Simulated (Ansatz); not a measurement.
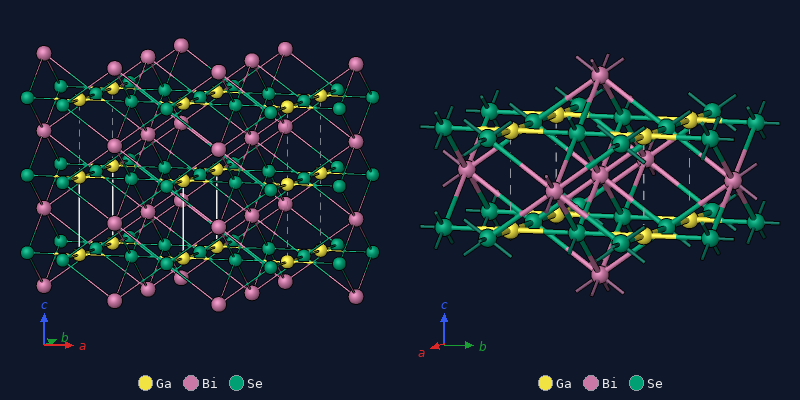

Left: the structure. Right: its underlying net. Nodes are coloured by element. Edges to nodes outside the piece are drawn as stubs.

System GaBiSe2 (space group P4/mmm, No. 123); source of the atomic positions: the end point of a relaxation with Ansatz, DFT PBE, scalar-relativistic, plane waves, PAW; the starting structure was generated, so it need not be a known form of this composition.

Bonds are taken as Bi–Se below 3.6 Å and Ga–Se below 2.9 Å. Atoms with one bond or none are removed and atoms with two bonds are replaced by edges, until no such atom is left.

The result is a trinodal (4,6,8)-connected, three-periodic net: Ga is a 4-connected node; Se is a 6-connected node; Bi is an 8-connected node, in the ratio 1:2:1. It is a single net, without interpenetration.

```tsv
node	links	point symbol	coordination sequence
Ga	4	4^4.6^2	4 12 36 66 124
Se	6	4^12.6^3	6 22 46 94 138
Bi	8	4^16.6^12	8 22 56 90 152
```
